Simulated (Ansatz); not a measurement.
A ladder of methods for SiH3Cl (SMILES [H][Si]([H])([H])Cl)

SiH3Cl has 5 atoms, charge 0, and is taken as a singlet. SMILES: `[H][Si]([H])([H])Cl`. The shape is that of a GFN2-xTB optimisation.

Quantity: the electronic atomisation energy, in eV. The values are calculated. Electronic energies at fixed atoms, without zero-point motion or spin-orbit coupling.

| level | kind | program | value (eV) | less FCI/STO-3G | CPU time (all runs) |
| --- | --- | --- | --- | --- | --- |
| PBE/STO-3G | GGA | Ansatz | 19.17 | +2.42 | 1.4 s |
| BHLYP/STO-3G | global hybrid | Ansatz | 18.60 | +1.85 | 1.1 s |
| PBE0/STO-3G | global hybrid | Ansatz | 18.89 | +2.14 | 1.2 s |
| r2SCAN0/STO-3G | hybrid meta-GGA | Ansatz | 18.89 | +2.14 | 2.9 s |
| HSE06/STO-3G | range-separated hybrid | Ansatz | 18.90 | +2.15 | 1.6 s |
| wB97M-V/STO-3G | range-separated hybrid | Ansatz | 19.58 | +2.83 | 11 s |
| CCSD(T)/STO-3G | coupled cluster or CI | Ansatz | 16.74 | -0.01 | 0.35 s |
| FCI/STO-3G | exact in the basis | Ansatz | 16.75 | 0.00 | 1.6 s |

FCI/STO-3G is exact within its basis and frozen core, so for wave-function methods in that basis the difference is their error; functionals converge differently with the basis, so for them it is only a difference. The values span 16.74 to 19.58 eV. All rows use very small basis sets, so even the best lies far from the true value. Times are those of the runs behind each value, whatever else they computed, on shared processors of several kinds: orders of magnitude only.

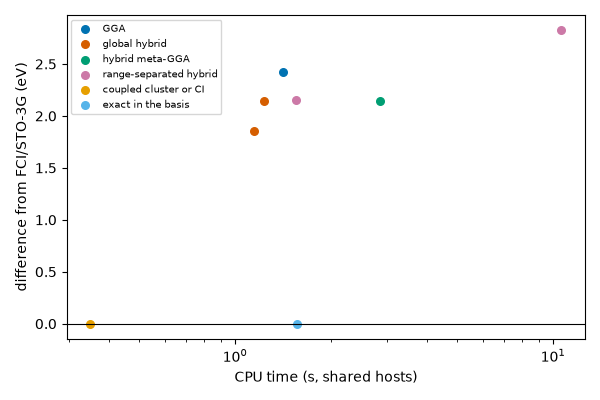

Difference from FCI/STO-3G against processor time, one point a level.
